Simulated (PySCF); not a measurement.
The calculation's input:

```
{"job": {"kind": "nmr", "xc": "PBE0", "basis": "pcSseg-1"}, "charge": 0, "multiplicity": 1}
C      2.854944     1.716668     0.121685
C      1.956095     1.019605     0.504463
P      0.610160     0.062219     1.176064
O      0.065199     0.595105     2.428683
O      1.265683    -1.394546     1.394849
C     -0.566869    -0.162856    -0.229367
C      0.154778    -0.800232    -1.407205
C     -1.690193    -1.050996     0.288214
C     -1.083397     1.227294    -0.576103
H      3.647598     2.312154    -0.229665
H      1.311774    -1.549295     2.340694
H     -0.536633    -0.950568    -2.235151
H      0.570653    -1.763681    -1.120409
H      0.969329    -0.161869    -1.744934
H     -2.122130    -0.615661     1.188420
H     -1.309613    -2.042256     0.531065
H     -2.473897    -1.154431    -0.460993
H     -0.264280     1.864135    -0.909614
H     -1.533927     1.685273     0.303083
H     -1.830421     1.174615    -1.366815
```

Command:

```sh
OMP_NUM_THREADS=1 python probes_run.py task.json out
```

Geometry: GFN2-xTB.

All numbers below come from PBE0/pcSseg-1, SCF density, gas phase, non-relativistic (PySCF).

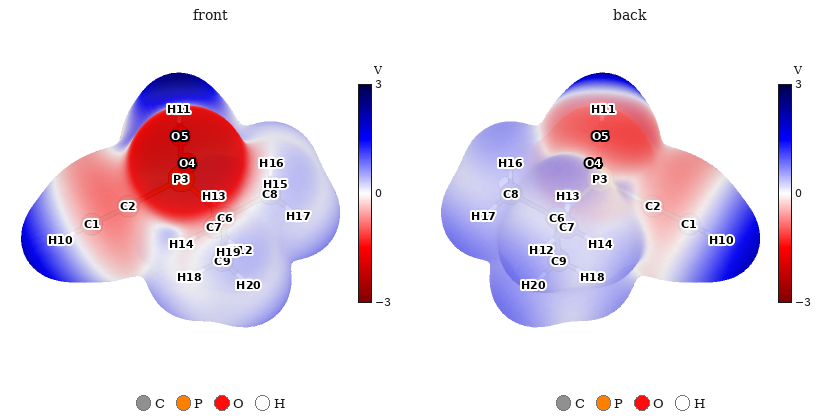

C6H11O2P. The molecular electrostatic potential painted on the density surface at 0.002 e/bohr³, seen from the front and from behind; red is negative and blue positive.

Question: Where is the surface potential most negative and most positive?

Answer: The most negative region (about −2.1 V) lies over O4, the most positive (about +2.5 V) over H11. O4 is the likeliest acceptor of a hydrogen bond.

Question: How polar is the molecule by this calculation?

Answer: Its dipole moment is 2.66 D.
